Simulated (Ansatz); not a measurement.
System: C2H3FOSi (SMILES FC1=C[SiH2]O1).

Input

```
crystal:
  periodic: [false, false, false]
  atoms:
    - {symbol: F, position_ang: [-0.433502, 1.551466, 1.752570]}
    - {symbol: C, position_ang: [-0.196408, 0.702586, 0.786851]}
    - {symbol: C, position_ang: [0.742705, -0.249085, 0.649908]}
    - {symbol: Si, position_ang: [-0.102300, -0.513889, -0.942303]}
    - {symbol: O, position_ang: [-1.035189, 0.785766, -0.263916]}
    - {symbol: H, position_ang: [1.530625, -0.532563, 1.323245]}
    - {symbol: H, position_ang: [0.535151, -0.092161, -2.209383]}
    - {symbol: H, position_ang: [-0.948983, -1.709119, -1.152571]}
basis:
  gaussian: {orbitals: def2-TZVPP}
hamiltonian: {xc: pbe0, dispersion: d4}
output: {orbitals: {seedname: orbitals}}
```

Command:

```sh
ansatz run in.yaml --threads 2 --pin off --events-out ev --progress --plain --max-ram 4352MiB
```

Geometry: PBE0-D4/def2-TZVP.

The calculation used Ansatz, RKS PBE0-D4/def2-TZVPP.

Q: What can the converged electron density and electron localisation function tell about the bonding?

A: C–F (1.31 Å): the density is about 2.5 e/Å³ at the midpoint; the ELF peaks at about 0.85 between the atoms, as expected for a shared but strongly polarised pair.
C–C (1.34 Å): the density is about 2.3 e/Å³ at the midpoint; the ELF peaks at about 0.90 between the atoms (a short, multiple covalent bond).
C–O (1.35 Å): ρ is about 2.5 e/Å³ halfway, with its minimum of 2.1 e/Å³ about 0.5 Å from C; the ELF peaks at about 0.85 between the atoms; a shared but strongly polarised pair.
Si–O (1.74 Å): ρ is about 1 e/Å³ halfway; the ELF peaks at about 0.85 between the atoms; a shared but strongly polarised pair.

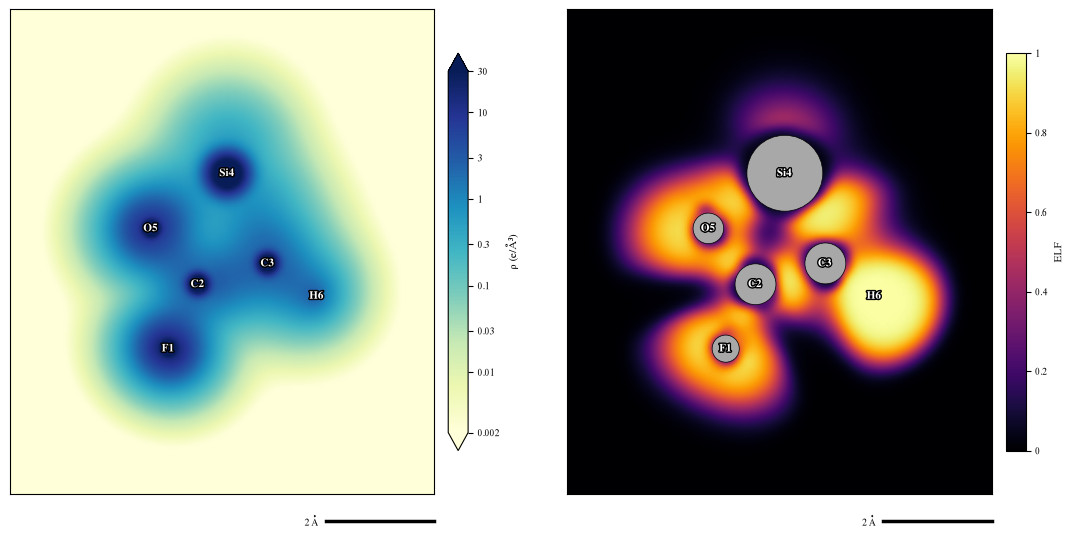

Computed electron density and electron localisation function on the plane of atoms C2, C3 and H6, in this order. Grey discs cover the atomic cores in the ELF map. 
